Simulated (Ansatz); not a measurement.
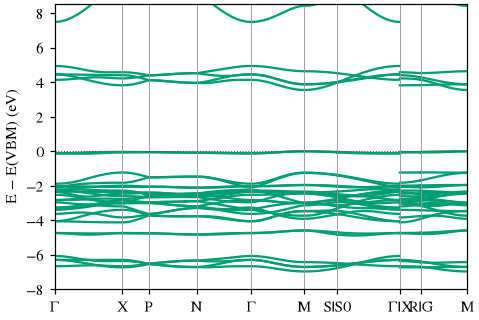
Band structure from DFT-r²SCAN in the program Ansatz with PAW potentials

**Question.** Read off the gap and where the band edges lie.

**Answer.** About 3.6 eV (3.55 eV by a search for the band edges); maximum at M, minimum at M.

**Question.** Which of these materials gives this?
A. NaBrF4, I4/mcm (Na on 4a, Br on 4d, F on 16l)
B. Cs2HgF4, I4/mmm (Cs on 4e, Hg on 2a, F on 4e, F on 4c)
C. Al2ZnTe4, I-4 (Al on 2d, Al on 2b, Zn on 2a, Te on 8g)
D. PbF4, I4/mmm (Pb on 2a, F on 4e, F on 4c)

**Answer.** A, NaBrF4, I4/mcm (Na on 4a, Br on 4d, F on 16l)

The workflow started from a Materials Project entry (that database holds measured and hypothetical structures alike); the Crystallography Open Database copy checked does not list it. Its standing as an ambient phase is unchecked. The r²SCAN relaxation kept the symmetry of its start; whether a distortion lowers the energy is not shown. Scalar-relativistic: spin–orbit coupling is off unless named, which matters more the heavier the elements.

Potentials: the later of the program's two PAW sets.
